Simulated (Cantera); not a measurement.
Input: 1 mol FeS, 0.34 mol SO₂, 0.06 mol O₂, at 10.0 mbar.

These are equilibrium values from Cantera (NASA tables, ideal gas, pure condensed phases), not measurements of a reactor. Candidate condensed phases: Fe, FeO, FeS, FeSO₄, FeS₂, Fe₂O₃, Fe₂(SO₄)₃, Fe₃O₄, S; 12 gas species. Metal and sulfide melt together well below either melting point, which pure phases cannot show. Mutual solubility and eutectic melting of coexisting phases are not modelled. The tables' stoichiometric FeO is somewhat more stable than real wüstite, so its field is too wide. FeO, FeS: taken at fixed stoichiometry. Gases not in the tables: S₃ to S₇. The numbers say what is thermodynamically allowed, not how fast it happens.

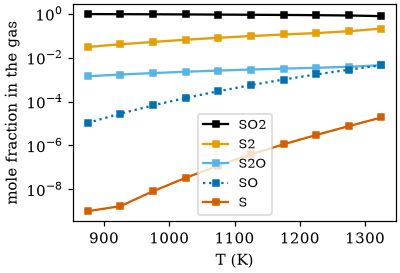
*Equilibrium gas composition (values under 1e-9 drawn at 1e-9)*

From 875 K to 1225 K the condensed part is FeS(s) + Fe₃O₄(s). From 1275 K to 1325 K the condensed part is FeO(s) + FeS(s).
